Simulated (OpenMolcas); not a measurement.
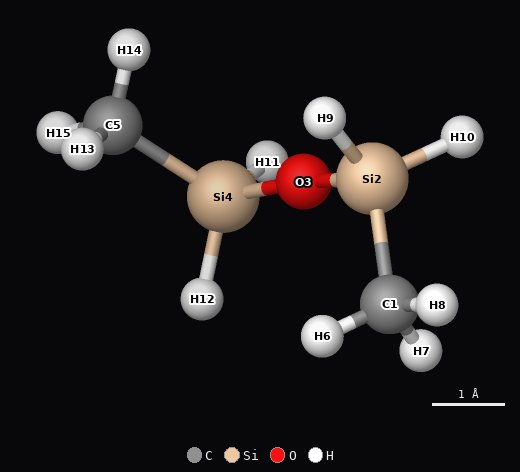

Fig. 1: The input geometry (ball-and-stick view, seen at a tilt; atoms are numbered from 1 in the order of the input). Bond lengths as drawn: C–H 1.09 Å, C–Si 1.90 Å, H–Si 1.46 to 1.47 Å and O–Si 1.62 Å.

# Single-point calculation of C2H10OSi2 (part 1 of 3)

System: C2H10OSi2, SMILES C[SiH2]O[SiH2]C.
Method: CASSCF/ANO-S-VDZP (OpenMolcas 26.06).

The geometry comes from this level: GFN2-xTB.

The input:
```
* C2H10OSi2 CASSCF
>>> EXPORT MOLCAS_PRINT=2

&GATEWAY
  Coord=coord.xyz
  Basis=ANO-S-MB
  Group=NoSym

&SEWARD

&RASSCF
  FileOrb=$CurrDir/step1.ScfOrb
  Alter=2
  1 17 29
  1 30 37
  Spin=1
  Nactel=2 0 0
  Inactive=28
  Ras2=2
  OrbListing=Nothing
>>> COPY $Project.RunFile RUNFIL1
>>> COPY $Project.RasOrb INPORB

&GATEWAY
  Coord=coord.xyz
  Basis=ANO-S-VDZP
  Group=NoSym
  RICD

&SEWARD
>>> COPY $Project.RunFile RUNFIL2

&EXPBAS

&RASSCF
  FileOrb=$Project.ExpOrb
  Spin=1
  Nactel=2 0 0
  Inactive=28
  Ras2=2
  OrbListing=Nothing
  OrbAppear=Compact
```

File coord.xyz:
```
15

C     -2.682080     0.179690    -0.144180
Si    -1.208250    -0.649630    -1.001840
O      0.155930     0.120900    -0.590480
Si     1.420140     0.874950     0.085650
C      2.484010    -0.395860     1.006080
H     -2.593150     0.129730     0.938150
H     -2.757810     1.229400    -0.416490
H     -3.616480    -0.300250    -0.419790
H     -1.059140    -2.041510    -0.566990
H     -1.290400    -0.530450    -2.458670
H      2.143690     1.484130    -1.031750
H      0.883960     1.880180     1.008340
H      1.926630    -0.881240     1.803110
H      2.838290    -1.174720     0.335800
H      3.354650     0.074670     1.453070
```

Launched with:
```bash
export MOLCAS_MEM=1860
pymolcas step2.input > step2.log
```

What the program printed:
```
--- Start Module: gateway ---

                                              &GATEWAY

                       available to each process: 1.9 GB of memory, 1 thread

++    Symmetry information:
      ---------------------

                    Character Table for C1

                             E
                    a        1  x, y, xy, Rz, z, xz, Ry, yz, Rx, I
--

++    Basis set information:
      ----------------------

      Basis set label: C.ANO-S...2S1P.

      Electronic valence basis set:
      ------------------
      Associated Effective Charge   6.000000 au
      Associated Actual Charge      6.000000 au
      Nuclear Model: Point charge

      Shell  nPrim  nBasis  Cartesian Spherical Contaminant
         s      10       2        X
         p       6       1        X

      Basis set label: SI.ANO-S...3S2P.

      Electronic valence basis set:
      ------------------
      Associated Effective Charge  14.000000 au
      Associated Actual Charge     14.000000 au
      Nuclear Model: Point charge

      Shell  nPrim  nBasis  Cartesian Spherical Contaminant
         s      13       3        X
         p      10       2        X

      Basis set label: O.ANO-S...2S1P.

      Electronic valence basis set:
      ------------------
      Associated Effective Charge   8.000000 au
      Associated Actual Charge      8.000000 au
      Nuclear Model: Point charge

      Shell  nPrim  nBasis  Cartesian Spherical Contaminant
         s      10       2        X
         p       6       1        X

      Basis set label: SI.ANO-S...3S2P.

      Electronic valence basis set:
      ------------------
      Associated Effective Charge  14.000000 au
      Associated Actual Charge     14.000000 au
      Nuclear Model: Point charge

      Shell  nPrim  nBasis  Cartesian Spherical Contaminant
         s      13       3        X
         p      10       2        X

      Basis set label: C.ANO-S...2S1P.

      Electronic valence basis set:
      ------------------
      Associated Effective Charge   6.000000 au
      Associated Actual Charge      6.000000 au
      Nuclear Model: Point charge

      Shell  nPrim  nBasis  Cartesian Spherical Contaminant
         s      10       2        X
         p       6       1        X

      Basis set label: H.ANO-S...1S.

      Electronic valence basis set:
      ------------------
      Associated Effective Charge   1.000000 au
      Associated Actual Charge      1.000000 au
      Nuclear Model: Point charge

      Shell  nPrim  nBasis  Cartesian Spherical Contaminant
         s       7       1        X
--

++    Molecular structure info:
      -------------------------

                    ************************************************
                    **** Cartesian Coordinates / bohr, angstrom ****
                    ************************************************

     Center  Label                x              y              z                     x              y              z
        1      C1              -5.068397       0.339565      -0.272461             -2.682080       0.179690      -0.144180
        2      SI2             -2.283262      -1.227623      -1.893203             -1.208250      -0.649630      -1.001840
        3      O3               0.294665       0.228468      -1.115845              0.155930       0.120900      -0.590480
        4      SI4              2.683676       1.653416       0.161855              1.420140       0.874950       0.085650
        5      C5               4.694099      -0.748067       1.901216              2.484010      -0.395860       1.006080
        6      H6              -4.900343       0.245154       1.772847             -2.593150       0.129730       0.938150
        7      H7              -5.211506       2.323229      -0.787052             -2.757810       1.229400      -0.416490
        8      H8              -6.834157      -0.567390      -0.793288             -3.616480      -0.300250      -0.419790
        9      H9              -2.001485      -3.857895      -1.071456             -1.059140      -2.041510      -0.566990
       10      H10             -2.438503      -1.002405      -4.646213             -1.290400      -0.530450      -2.458670
       11      H11              4.050987       2.804599      -1.949725              2.143690       1.484130      -1.031750
       12      H12              1.670442       3.553025       1.905486              0.883960       1.880180       1.008340
       13      H13              3.640803      -1.665302       3.407384              1.926630      -0.881240       1.803110
       14      H14              5.363591      -2.219899       0.634570              2.838290      -1.174720       0.335800
       15      H15              6.339370       0.141106       2.745904              3.354650       0.074670       1.453070

                    ***************************************
                    *    InterNuclear Distances / bohr    *
                    ***************************************

               1 C1            2 SI2           3 O3            4 SI4           5 C5            6 H6
    1 C1       0.000000
    2 SI2      3.583275        0.000000
    3 O3       5.430108        3.061077        0.000000
    4 SI4      7.874609        6.098698        3.061106        0.000000
    5 C5      10.060523        7.956830        5.423218        3.582499        0.000000
    6 H6       2.054370        4.738999        5.944151        7.880091        9.646568        0.000000
    7 H7       2.054315        4.733575        5.900343        7.980161       10.713573        3.311842
    8 H8       2.052252        4.728252        7.180357        9.820052       11.840341        3.314349
    9 H9       5.259564        2.770018        4.687498        7.338006        7.958558        5.773080
   10 H10      5.277020        2.766566        4.631279        7.510500        9.685428        6.987230
   11 H11      9.594413        7.508976        4.630525        2.766502        5.278709       10.026695
   12 H12      7.777000        7.274367        4.698286        2.770453        5.257557        7.357637
   13 H13      9.664932        7.961302        5.936549        4.739561        2.054092        8.903524
   14 H14     10.779607        8.114715        5.895122        4.733706        2.053996       10.616991
   15 H15     11.801993        9.886582        7.173507        4.725303        2.052083       11.282235

               7 H7            8 H8            9 H9           10 H10          11 H11          12 H12
    7 H7       0.000000
    8 H8       3.314923        0.000000
    9 H9       6.970754        5.853163        0.000000
   10 H10      5.800217        5.861403        4.596052        0.000000
   11 H11      9.347582       11.453996        9.043926        7.992359        0.000000
   12 H12      7.491553        9.827991        8.790163        8.975530        4.592362        0.000000
   13 H13     10.576627       11.339129        7.530131       10.112261        6.989055        5.776587
   14 H14     11.597141       12.391715        7.735495        9.499559        5.800611        6.970024
   15 H15     12.274615       13.659050       10.006702       11.532652        5.863431        5.843490

              13 H13          14 H14          15 H15
   13 H13      0.000000
   14 H14      3.311204        0.000000
   15 H15      3.314050        3.314245        0.000000

                    *******************************************
                    *    InterNuclear Distances / angstrom    *
                    *******************************************

               1 C1            2 SI2           3 O3            4 SI4           5 C5            6 H6
    1 C1       0.000000
    2 SI2      1.896188        0.000000
    3 O3       2.873489        1.619852        0.000000
    4 SI4      4.167063        3.227292        1.619867        0.000000
    5 C5       5.323800        4.210573        2.869843        1.895777        0.000000
    6 H6       1.087126        2.507770        3.145509        4.169965        5.104744        0.000000
    7 H7       1.087097        2.504900        3.122327        4.222919        5.669378        1.752551
    8 H8       1.086005        2.502083        3.799682        5.196547        6.265638        1.753878
    9 H9       2.783241        1.465830        2.480517        3.883105        4.211487        3.054982
   10 H10      2.792478        1.464003        2.450767        3.974386        5.125308        3.697483
   11 H11      5.077145        3.973579        2.450368        1.463970        2.793373        5.305898
   12 H12      4.115411        3.849429        2.486226        1.466060        2.782180        3.893494
   13 H13      5.114462        4.212940        3.141486        2.508068        1.086979        4.711542
   14 H14      5.704322        4.294122        3.119564        2.504969        1.086928        5.618270
   15 H15      6.245346        5.231754        3.796056        2.500523        1.085916        5.970301

               7 H7            8 H8            9 H9           10 H10          11 H11          12 H12
    7 H7       0.000000
    8 H8       1.754182        0.000000
    9 H9       3.688764        3.097361        0.000000
   10 H10      3.069342        3.101721        2.432126        0.000000
   11 H11      4.946528        6.061193        4.785839        4.229374        0.000000
   12 H12      3.964359        5.200749        4.651554        4.749646        2.430173        0.000000
   13 H13      5.596910        6.000409        3.984774        5.351178        3.698449        3.056838
   14 H14      6.136943        6.557413        4.093448        5.026950        3.069551        3.688378
   15 H15      6.495446        7.228058        5.295319        6.102817        3.102794        3.092242

              13 H13          14 H14          15 H15
   13 H13      0.000000
   14 H14      1.752214        0.000000
   15 H15      1.753720        1.753823        0.000000

                    **************************************
                    *    Valence Bond Angles / degree    *
                    **************************************
                          Atom centers                 Phi
                      6 H6       1 C1       7 H7       107.43
                      6 H6       1 C1       8 H8       107.62
                      7 H7       1 C1       8 H8       107.65
                      9 H9       2 SI2     10 H10      112.22
                     11 H11      4 SI4     12 H12      112.07
                     13 H13      5 C5      14 H14      107.42
                     13 H13      5 C5      15 H15      107.63
                     14 H14      5 C5      15 H15      107.64
--

            Nuclear Potential Energy            299.59319494 au

--- Stop Module: gateway /rc=_RC_ALL_IS_WELL_ ---

--- Start Module: seward ---

                                              &SEWARD

                       available to each process: 1.9 GB of memory, 1 thread

               SEWARD will generate:
                  Multipole Moment integrals up to order  2
                  Kinetic Energy integrals
                  Nuclear Attraction integrals (point charge)
                  One-Electron Hamiltonian integrals
                  Velocity integrals
                  Orbital angular momentum around (  0.1047   0.0982  -0.4293 )
                  Velocity quadrupole around (  0.1047   0.0982  -0.4293 )
                  Two-Electron Repulsion integrals

                   Integrals are discarded if absolute value <: 1.00E-14
                   Integral cutoff threshold is set to       <: 1.00E-16

            Nuclear Potential Energy            299.59319494 au

      Basis set specifications :
      Symmetry species         a
      Basis functions           43

--- Stop Module: seward /rc=_RC_ALL_IS_WELL_ ---
--- Module seward spent 2 seconds ---

--- Start Module: rasscf ---

                                              &RASSCF

                       available to each process: 1.9 GB of memory, 1 thread

      Header of the ONEINT file:
      --------------------------

      OrdInt status: non-squared

      Cartesian coordinates in angstrom:
      -----------------------------------------------------
      No.  Label        X            Y            Z
      -----------------------------------------------------
       1   C1        -2.68208000   0.17969000  -0.14418000
       2   SI2       -1.20825000  -0.64963000  -1.00184000
       3   O3         0.15593000   0.12090000  -0.59048000
       4   SI4        1.42014000   0.87495000   0.08565000
       5   C5         2.48401000  -0.39586000   1.00608000
       6   H6        -2.59315000   0.12973000   0.93815000
       7   H7        -2.75781000   1.22940000  -0.41649000
       8   H8        -3.61648000  -0.30025000  -0.41979000
       9   H9        -1.05914000  -2.04151000  -0.56699000
      10   H10       -1.29040000  -0.53045000  -2.45867000
      11   H11        2.14369000   1.48413000  -1.03175000
      12   H12        0.88396000   1.88018000   1.00834000
      13   H13        1.92663000  -0.88124000   1.80311000
      14   H14        2.83829000  -1.17472000   0.33580000
      15   H15        3.35465000   0.07467000   1.45307000
      -----------------------------------------------------
      Nuclear repulsion energy =  299.59319494

++    Wave function specifications:
      -----------------------------

      Number of closed shell electrons          56
      Number of electrons in active shells       2
      Max number of holes in RAS1 space          0
      Max nr of electrons in RAS3 space          0
      Number of inactive orbitals               28
      Number of active orbitals                  2
      Number of secondary orbitals              13
      Spin quantum number                      0.0
      State symmetry                             1
--

++    Orbital specifications:
      -----------------------

      Symmetry species                           1
                                                 a
      Frozen orbitals                            0
      Inactive orbitals                         28
      Active orbitals                            2
      RAS1 orbitals                              0
      RAS2 orbitals                              2
      RAS3 orbitals                              0
      Secondary orbitals                        13
      Deleted orbitals                           0
      Number of basis functions                 43
--

++    CI expansion specifications:
      ----------------------------

      Number of CSFs                             3
      Number of spin combinations                3
      Number of determinants                     4
      Number of root(s) required                 1
      Root chosen for geometry opt.              1
      CI root used                               1

      highest root included in the CI            1
      max. size of the explicit Hamiltonian      3
--

++    Optimization specifications:
      ----------------------------

      RASSCF algorithm: Conventional
      Maximum number of macro iterations       200
      Maximum number of SX iterations          100
      Threshold for RASSCF energy            1.000E-08
      Threshold for max MO rotation          1.000E-01
      Threshold for max BLB element          1.000E-04
      Level shift parameter                  5.000E-01
      Make Quasi-Newton update
--

      The MO-coefficients are taken from the file:
      step1.ScfOrb
      Title: SCF orbitals

      Total molecular charge    0.00

      Molecular orbitals exchanged:
        In symmetry  1 :  17  29
        In symmetry  1 :  30  37

      ************************************************************************************************************************
      *                                            Wave function control section                                             *
      ************************************************************************************************************************

                                         RASSCF iterations: Energy and convergence statistics
                                         ----------------------------------------------------
```
